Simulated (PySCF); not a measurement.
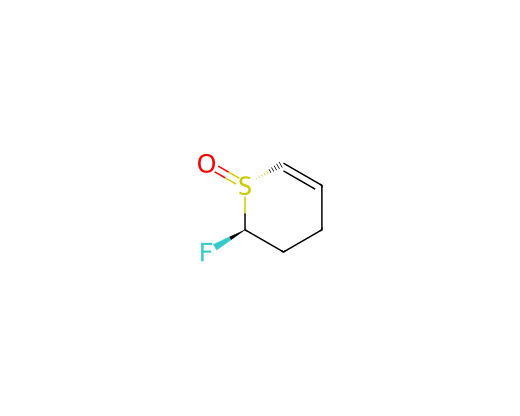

Skeletal drawing of a molecule.

> Give its SMILES.

O=[S@@]1C=CCC[C@H]1F

> What is the molecular formula?

C5H7FOS.

> An optimisation with GFN2-xTB gave a structure of which point group?

C1.

The parts below concern this one geometry. Atoms keep their numbers from picture to picture. Computed geometry: GFN2-xTB optimisation. No frequency run is at hand to confirm it as a minimum.

### Ring current

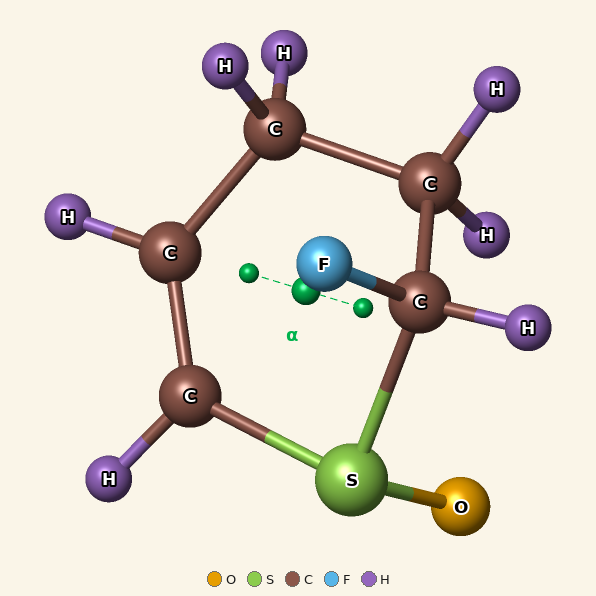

The small points mark where nucleus-independent chemical shifts (NICS) were computed: at the centre of each lettered ring and 1 Å above and below it. No frequency run is at hand to confirm it as a minimum. Method: GIAO PBE0/pcSseg-1 NMR shielding, non-relativistic, gas phase (PySCF 2.14.0).

Give NICS(0), NICS(1) and the out-of-plane component NICS(1)zz for each ring (means of the two sides).

```
ring  members  NICS(0)  NICS(1)  NICS(1)zz
   α      C5S      0.7     −1.6        1.8
```

Values in ppm.

> What do the values say about the ring currents?

Ring α: weak, as in a non-aromatic ring. NICS is one index among several.

### Electronic properties

No frequency run is at hand to confirm it as a minimum. Properties computed with PBE0/def2-SVPD, gas phase (PySCF 2.14.0). Excitations: vertical, linear response.

Computed properties:

- dipole moment: 3.28 D
- HOMO energy (Kohn–Sham orbital): −6.97 eV
- LUMO energy (Kohn–Sham orbital): −1.00 eV
- HOMO–LUMO gap: 5.97 eV
- mean static polarisability: 80.1 bohr³
- lowest vertical singlet excitation: 4.50 eV
- its oscillator strength: 0.002
- brightest of the 6 lowest singlets: 6.59 eV
- its oscillator strength: 0.19

### NMR shielding

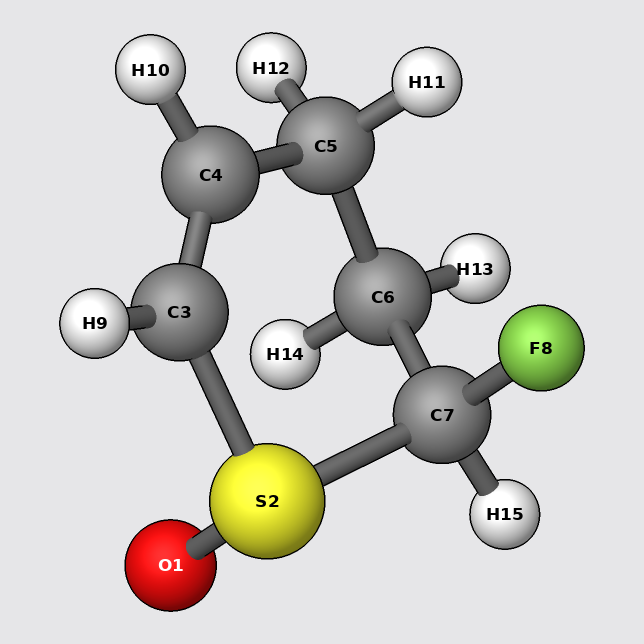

No frequency run is at hand to confirm it as a minimum. Properties computed with GIAO PBE0/pcSseg-1 NMR shielding, non-relativistic, gas phase (PySCF 2.14.0). Principal shieldings σ11 ≤ σ22 ≤ σ33, span Ω = σ33 − σ11, skew κ = 3(σiso − σ22)/Ω.

Give the shielding tensors of the S atoms.

```json
{"atom": "S2", "σ11": "−3.5", "σ22": "121.8", "σ33": "517.1", "σiso": "211.8", "Ω": "520.7", "κ": "0.52"}
```

Shieldings and span in ppm.

### Quadrupole coupling

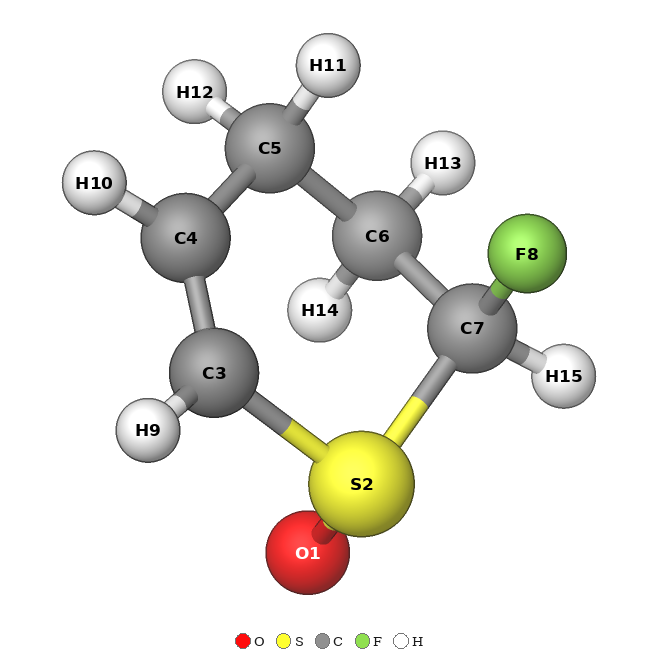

No frequency run is at hand to confirm it as a minimum. Electric field gradients from the ground-state density, PBE0/pcSseg-1 (PySCF 2.14.0), non-relativistic apart from any core potentials.

Give the largest field-gradient component, the quadrupole coupling constant and the asymmetry for 17O at O1 (Q = −25.6 mb), 33S at S2 (Q = −67.81 mb).

```
atom  V_zz (a.u.)  e²qQ/h (MHz)     η
  O1        1.732        −10.42  0.41
  S2       −2.022          32.2  0.09
```
